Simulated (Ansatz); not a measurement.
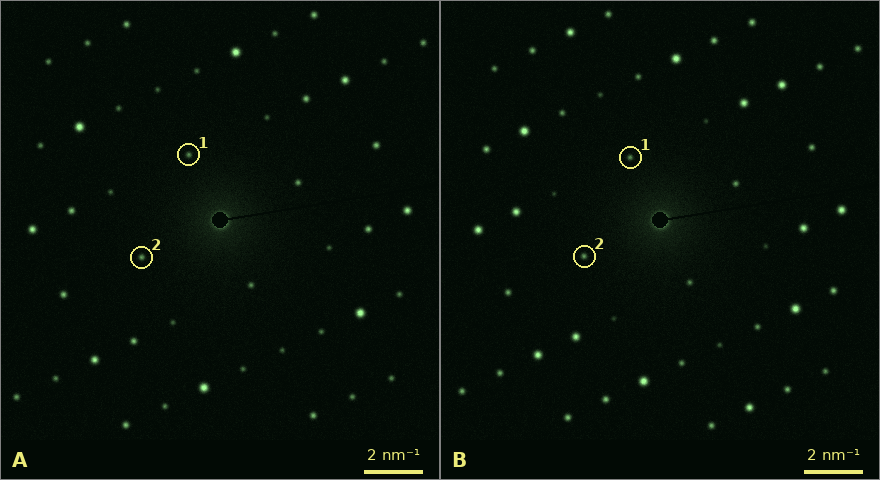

Kinematic electron diffraction patterns (300 kV, B = 0.5 Å², same scale) along [101] of the run's own cell, for the start and the end of one relaxation of K2Br3 with Ansatz, DFT PBE, scalar-relativistic, plane waves, PAW. k mesh 6×6×6. The start is a generated model structure, and the relaxation ends in the nearest stationary point of its symmetry, not necessarily the ground state. Spot 1 is -1 0 1 and spot 2 is 0 -2 0 in both.

Start structure:

```
K Br
1.0
     4.15026    2.39615    7.37503
    -4.15026    2.39615    7.37503
     0.00000   -4.79231    7.37503
K Br
4 6
Direct
  0.35526 0.35526 0.35526
  0.14474 0.14474 0.14474
  0.64474 0.64474 0.64474
  0.85526 0.85526 0.85526
  0.53704 0.96296 0.25000
  0.25000 0.53704 0.96296
  0.96296 0.25000 0.53704
  0.46296 0.03704 0.75000
  0.75000 0.46296 0.03704
  0.03704 0.75000 0.46296
```

Q: Which pattern belongs to the start structure, and which to the relaxed one?

A: B is the start: its cell gives d(1) = 4.150 Å, d(2) = 3.418 Å and an angle of 90.0°. A is the relaxed structure, with d(1) = 3.981 Å (-4.1 %), d(2) = 3.320 Å (-2.9 %) and 90.0°.

Q: Name reflections whose intensity changes strongly on relaxation.

A: 1 3 -1 goes from 58 to 19 % of the strongest spot.

Q: What did the relaxation do to the structure and the energy?

A: The volume changed by +2.3 % to 45.02 Å³ an atom; with the mean shift removed, the atoms moved by up to 0.11 Å relative to the cell (Br most); the space group stayed R-3c (No. 167); the free energy fell by 4.8 meV an atom. Relaxed cell: a = 9.401 Å, b = 9.401 Å, c = 9.401 Å, α = 50.11°, β = 50.11°, γ = 50.11°.
